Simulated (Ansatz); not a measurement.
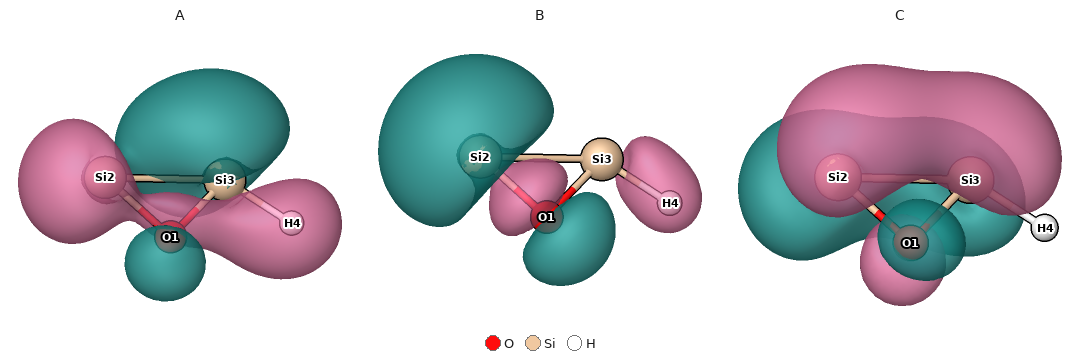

HOSi₂ (SMILES O1[Si+]=[SiH]1) (charge +1). Three frontier orbitals at ±0.08 Å⁻³ᐟ² (teal and pink are the two phases), in no order.

Geometry: r2SCAN-D4/def2-TZVP.

Level of theory: Ansatz, isolated molecule in a Gaussian basis; Kohn-Sham density functional theory, functional PBE0.

```tsv
atom	x (Å)	y (Å)	z (Å)
O	-3.8030	0.9583	1.0118
Si	-3.8170	2.0542	-0.2252
Si	-2.3215	0.3148	0.4813
H	-2.0642	-0.7604	1.4870
```

Q: Which picture is the HOMO−1, the HOMO and the LUMO?

A: B is the HOMO−1 (−15.35 eV). It lies mainly on Si2 (about 65 %) and O1 (about 30 %); it is symmetric in the molecular plane (an in-plane orbital: σ, lone-pair or in-plane π type). A is the HOMO (−13.03 eV). By Hirshfeld shares it lies mainly on Si3 (about 55 %), Si2 (about 20 %), O1 (about 15 %) and H4 (about 10 %); it is symmetric in the molecular plane (an in-plane orbital: σ, lone-pair or in-plane π type). C is the LUMO (−8.61 eV). Its weight (Hirshfeld) is mainly on Si2 (about 50 %), Si3 (about 35 %) and O1 (about 15 %); it changes sign across the molecular plane (π type); π-bonding across Si2–Si3; π-antibonding (a node) across O1–Si2 and O1–Si3.

Q: What is the HOMO–LUMO gap?

A: 4.42 eV between the orbital energies.
